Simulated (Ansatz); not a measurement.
**O2F (SMILES [O]OF) at RPA@PBE/STO-3G**

What is the electronic atomisation energy of O2F at RPA@PBE/STO-3G? 

The calculation is run with Ansatz 0.2.0.

## Step 1: The system as given

O2F: 3 atoms, total charge 0, spin state doublet. SMILES: `[O]OF`. Geometry: relaxed at GFN2-xTB.

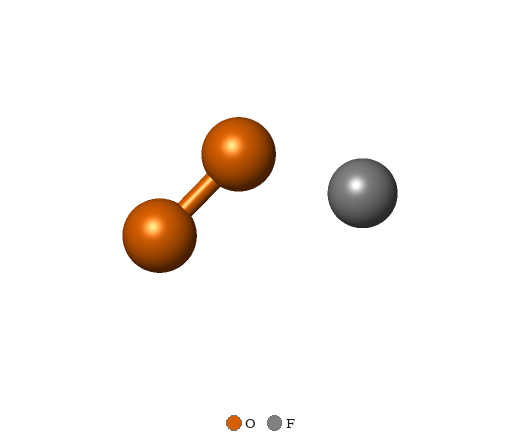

Viewed from a chosen angle; oxygen orange, fluorine grey.

## Step 2: The energy at RPA@PBE/STO-3G

File molecule.yaml:

```yaml
crystal:
  periodic: [false, false, false]
  atoms:
    - {symbol: O, position_ang: [0.949760, -0.292600, 0.491570]}
    - {symbol: O, position_ang: [0.124690, 0.486900, 0.122000]}
    - {symbol: F, position_ang: [-1.074440, -0.194290, -0.613560]}
basis:
  gaussian:
    orbitals: STO-3G
correlation:
  method: rpa
  frozen_orbitals: {F: 1, O: 1}
hamiltonian:
  xc: pbe
accuracy: high
magnetization:
  spin_polarized: true
  initial_magnetization: 1
```

On the command line:

```console
$ ansatz run molecule.yaml --threads 1 --pin off --max-ram 2610MiB --events-out events.jsonl --progress --plain --runs-dir runs
```

The program printed:

```text
Warning: RAYON_NUM_THREADS=1 ignored (pool sized by the plan → 1); use --threads N
Functional definition: PBE
  name "PBE"
  parameter kappa = 0.804
  parameter beta = 0.06672455060314922
  exchange = pbe_x(kappa = kappa, mu = beta*pi^2/3)
  correlation = pbe_c(beta = beta)
250 factors; integrals over basis functions are off by at most 3.6e-8 eV
mean field evaluation 1: about -6701.6964 eV, gradient 2.0e1 eV
mean field evaluation 2: about -6701.6397 eV, gradient 2.0e1 eV
mean field evaluation 4: about -6680.6203 eV, gradient 5.9e1 eV
mean field evaluation 8: about -6703.9530 eV, gradient 1.7e0 eV
mean field evaluation 16: about -6703.9730 eV, gradient 3.0e-5 eV
mean field evaluation 32: about -6680.4538 eV, gradient 1.8e1 eV
mean field -6703.97303559 eV, -246.3664649419 hartree, gradient 1.9e-8 eV, S^2 0.752871; 0 other end points of the search recorded, 0 dependent functions left out
3 core orbitals not correlated: weight in the atoms' cores, before any rotation towards them, 1.000 or more for the frozen orbitals, at most 0.000 for the correlated occupied ones
reference -6680.15344350 eV, -245.4911110780 hartree; 10, 9 occupied and 2, 3 virtual orbitals, 250 factors
Total energy: -6688.38968798 eV, -245.7937874799 hartree
```

It took 1.2 s on 1 thread of Arm Neoverse V2, shared host; peak memory 0.11 GiB.

## Step 3: The F atom at the same level

File in.yaml:

```yaml
crystal:
  periodic: [false, false, false]
  atoms:
    - {symbol: F, position_ang: [0.000000, 0.000000, 0.000000]}
basis:
  gaussian:
    orbitals: STO-3G
magnetization:
  spin_polarized: true
  initial_magnetization: 1
hamiltonian:
  xc: pbe
correlation:
  method: rpa
  frozen_orbitals: {F: 1}
accuracy: high
```

Run the same way, it converges to -98.01752 Eh (log not shown).

## Step 4: The O atom

File input.yaml:

```yaml
crystal:
  periodic: [false, false, false]
  atoms:
    - {symbol: O, position_ang: [0.000000, 0.000000, 0.000000]}
basis:
  gaussian: {orbitals: STO-3G}
magnetization: {spin_polarized: true, initial_magnetization: 2}
hamiltonian: {xc: pbe}
correlation: {method: rpa, frozen_orbitals: {O: 1}}
accuracy: high
```

Run the same way, it converges to -73.83858 Eh (log not shown).

## Step 5: Results

Level: RPA@PBE/STO-3G, 3 core orbitals frozen.

| quantity | value |
| --- | --- |
| molecule: total energy | -245.79379 Eh |
| molecule: RPA correlation energy (valence) | -302.7 mEh |
| molecule: ⟨S²⟩ of the reference determinant | 0.753 |
| F atom: total energy | -98.01752 Eh |
| F atom: RPA correlation energy (valence) | -31.0 mEh |
| F atom: ⟨S²⟩ of the reference determinant | 0.750 |
| O atom: total energy | -73.83858 Eh |
| O atom: RPA correlation energy (valence) | -34.4 mEh |
| O atom: ⟨S²⟩ of the reference determinant | 2.000 |
| electronic atomisation energy | 2.697 eV |

Taking the molecule apart into free atoms costs 2.70 eV (260 kJ/mol), before zero-point energy and without spin-orbit coupling. In a minimal basis such a difference can be off by several eV, whatever the method.
